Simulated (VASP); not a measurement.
Shape and ions are relaxed at each volume.

Energy against volume of Sn (beta). These are PW91 GGA, VASP's PBE PAW potentials (set 64) (plane waves; VASP) values and carry that method's errors.

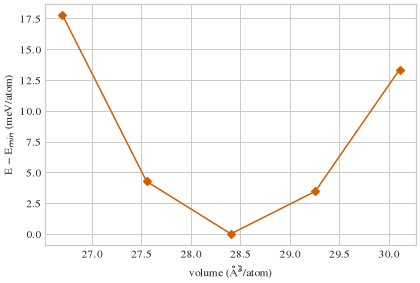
Figure: Energy against volume

Task: Estimate the equilibrium volume and the bulk modulus.

Result: The minimum lies near 28.4 Å³/atom, and the curvature gives B0 of about 48 GPa.

Measured: bulk modulus 57.0 GPa (computed value off by -15.6 %), as given by Tao Chen et al., Physical Review Materials (2023), arXiv:2209.05059. The calculation is for a static lattice, while the measured bulk modulus holds thermal and zero-point effects, which are part of the difference.

The compound is Sn in the beta structure. It was relaxed first, which changed the volume by +5 %.
